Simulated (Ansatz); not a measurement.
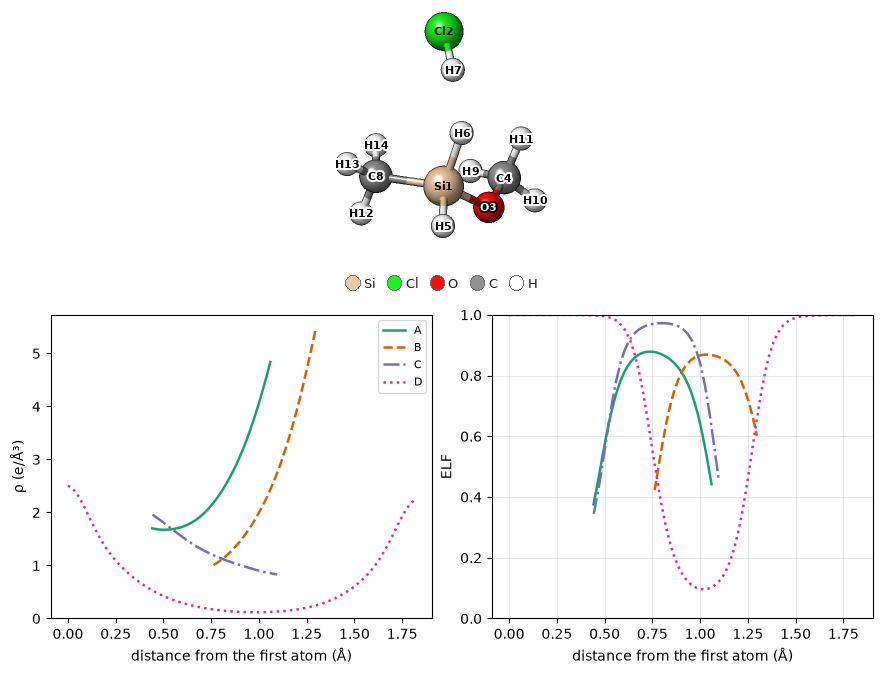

C2H8OSi···HCl. Electron density and electron localisation function along straight lines between neighbouring atoms. The curves leave out the atomic cores. The structure is drawn too.

Level of theory: RKS PBE0-D4/def2-mTZVP (Ansatz).

Input

```
crystal:
  periodic: [false, false, false]
  atoms:
    - { symbol: Si, position_ang: [-0.768958, 0.756915, 0.191101] }
    - { symbol: Cl, position_ang: [2.600198, 0.062579, 0.094512] }
    - { symbol: O, position_ang: [-1.095872, -0.801363, 0.610099] }
    - { symbol: C, position_ang: [-0.271, -1.68674, 1.332273] }
    - { symbol: H, position_ang: [-2.054395, 1.499213, 0.301688] }
    - { symbol: H, position_ang: [0.199127, 1.365644, 1.143455] }
    - { symbol: H, position_ang: [2.033098, 0.895068, -0.749836] }
    - { symbol: C, position_ang: [-0.189425, 0.90031, -1.585767] }
    - { symbol: H, position_ang: [0.473612, -2.15806, 0.680854] }
    - { symbol: H, position_ang: [-0.905015, -2.467595, 1.762617] }
    - { symbol: H, position_ang: [0.25835, -1.177017, 2.14781] }
    - { symbol: H, position_ang: [-1.06076, 0.884406, -2.251041] }
    - { symbol: H, position_ang: [0.326526, 1.852944, -1.77536] }
    - { symbol: H, position_ang: [0.454512, 0.073595, -1.902606] }
basis:
  gaussian: { orbitals: def2-mTZVP }
hamiltonian:
  xc: pbe0
  dispersion: d4
relax:
  f_tol: 0.03
  max_steps: 50
output:
  orbitals: {}
```

Run with:

```sh
ansatz run input.yaml --threads 4 --pin off --max-ram 5120MiB --backend cpu --events-out ev --progress --plain --runs-dir out
```

The fields are those of the relaxed geometry.

Which curve belongs to which contact (C–O, C–Si, H–H and Si–O)? The first atom named is at distance zero.

Answer. Curve A: C–O (1.41 Å): ρ at the midpoint is about 2 e/Å³, with its minimum of 1.7 e/Å³ about 0.5 Å from C; the ELF peaks at about 0.90 between the atoms, as expected for a shared but strongly polarised pair. Curve B: Si–O (1.65 Å): the density is about 1.2 e/Å³ at the midpoint; the ELF peaks at about 0.85 between the atoms: a polar covalent bond. Curve C: C–Si (1.87 Å): the density is about 0.97 e/Å³ at the midpoint; the ELF peaks at about 1 between the atoms, as expected for localised, covalent bonding. Curve D: H6···H7 (1.82 Å): the density falls to about 0.12 e/Å³ on the way; the ELF dips to about 0.10 between them.
